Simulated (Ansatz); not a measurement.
Partial pair distribution functions of a relaxed model of amorphous Si24O47Cl2, broadened by 0.06 Å; density 2.21 g/cm³. All values below come from PBE, scalar-relativistic without spin-orbit coupling (plane waves to 420 eV, PAW; Ansatz, an electronic-structure program).

Preparation: random packing, a CHGNet melt and quench, and a DFT relaxation. Anions were pushed apart under 1.9 Å during the dynamics, to hinder bonds among them. The hot cell started wider than the set density and was brought back towards it in steps. It is the lowest in DFT energy of 2 quenches. It is a model cell: composition and starting density were chosen by hand, and all elements were melted together. No dispersion term was used. Its density started from a set value of 2.21 and ended at 2.21 g/cm³. The simulated quench (nominally 400 K/ps over its main leg) is rapid and tends to freeze in more defects than a deposited or slowly cooled glass has. A cell of this size samples the disorder only roughly. The volume was free in the relaxation, at fixed shape. Stress components on the final sampling reach 1.7 GPa.

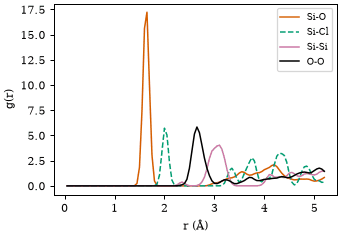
Partial pair distribution functions

Highest peaks under 4.5 Å: Si-O near 1.65 Å, Si-Cl near 2.00 Å, Si-Si near 3.10 Å, O-O near 2.65 Å; pairs of few atoms are noisy.

Within 1.90 Å each Si has 3.92 O neighbours on average.
